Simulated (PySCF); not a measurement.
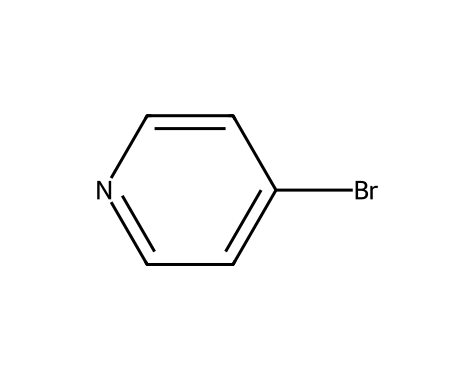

Write the SMILES.

Answer. Brc1ccncc1

Give the formula, hydrogens included.

Answer. C5H4BrN.

An optimisation with PBE0-D3(BJ)/def2-SVP gave a structure of which point group?

Answer. C2v.

More results for the same structure follow; atom numbers are the same in all pictures, views and colours differ. The geometry was computed by an optimisation with PBE0-D3(BJ)/def2-SVP. No frequency run is at hand to confirm it as a minimum.

### NMR shielding

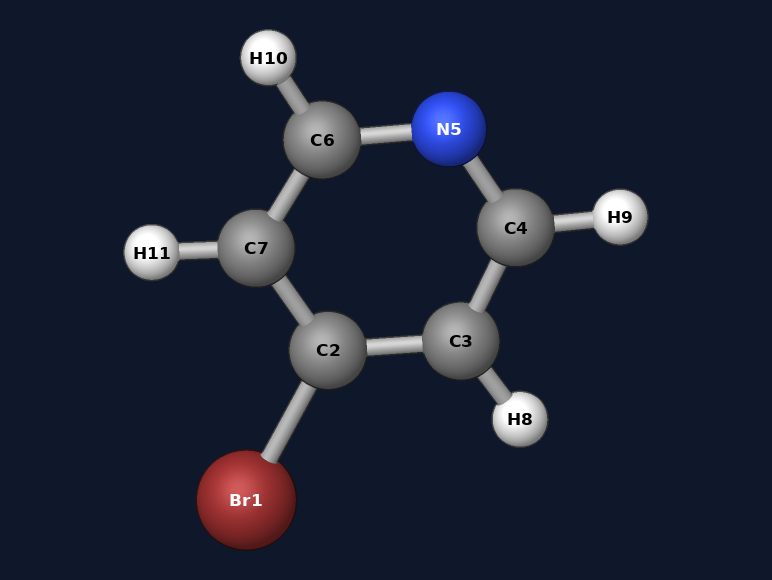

No frequency run is at hand to confirm it as a minimum. Method: GIAO PBE0/STO-3G NMR shielding, non-relativistic, gas phase (PySCF 2.14.0). Principal shieldings σ11 ≤ σ22 ≤ σ33, span Ω = σ33 − σ11, skew κ = 3(σiso − σ22)/Ω.

Give the shielding tensors of the N atoms.

| atom | σ11 | σ22 | σ33 | σiso | Ω | κ |
| --- | --- | --- | --- | --- | --- | --- |
| N5 | −302.8 | 34.1 | 359.5 | 30.3 | 662.3 | −0.02 |

Shieldings and span in ppm.

### Electronic properties

No frequency run is at hand to confirm it as a minimum. Level of theory: PBE/pcSseg-1, gas phase (PySCF 2.14.0).

Estimate the HOMO–LUMO gap.

Answer. 4.07 eV.

Give the dipole moment at this level.

Answer. 0.90 D.

What is the HOMO energy (Kohn–Sham orbital)?

Answer. −6.13 eV.

### Quadrupole coupling

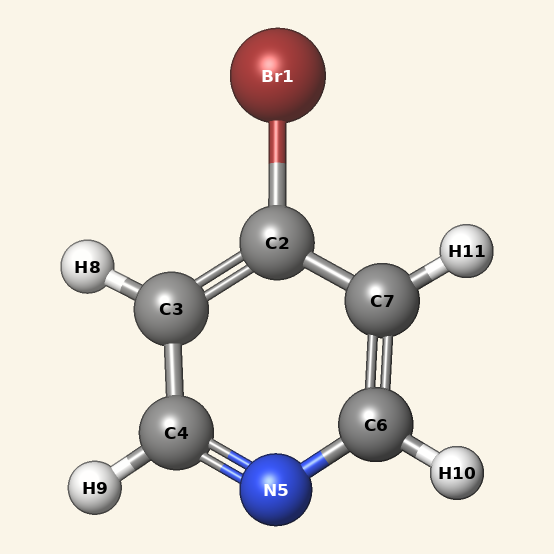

No frequency run is at hand to confirm it as a minimum. Electric field gradients from the ground-state density, PBE0/6-31G (PySCF 2.14.0), non-relativistic apart from any core potentials.

Give the largest field-gradient component, the quadrupole coupling constant and the asymmetry for 79Br at Br1 (Q = 313 mb), 14N at N5 (Q = 20.44 mb), 2H at H8 (Q = 2.86 mb), 2H at H9 (Q = 2.86 mb).

```
atom  V_zz (a.u.)  e²qQ/h (MHz)     η
 Br1        7.273         534.9  0.04
  N5       −1.064         −5.11  0.24
  H8        0.311         0.209  0.07
  H9        0.302         0.203  0.06
```

### Bond orders

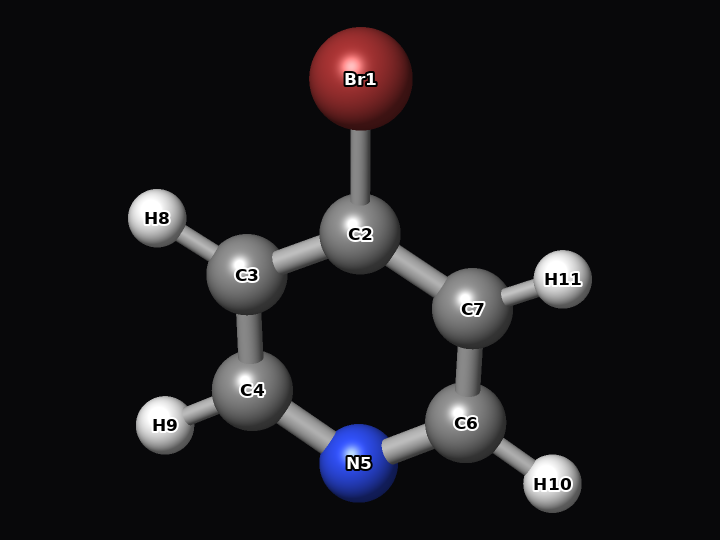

The thickness of each stick grows with its Mayer bond order. No frequency run is at hand to confirm it as a minimum. Computed with PBE0/def2-SVP (PySCF 2.14.0).

Which bond has the highest Mayer bond order?

Answer. C4–N5 and N5–C6, 1.52, at a length of 1.330 Å.

List the Mayer bond orders of Br1–C2, C2–C3, C4–N5, C3–C4, C4–H9, C3–H8 (one bond of each equivalent set).

```csv
bond,Mayer order,length (Å)
Br1–C2,1.03,1.881
C2–C3,1.40,1.392
C4–N5,1.52,1.330
C3–C4,1.40,1.395
C4–H9,0.97,1.096
C3–H8,0.97,1.091
```
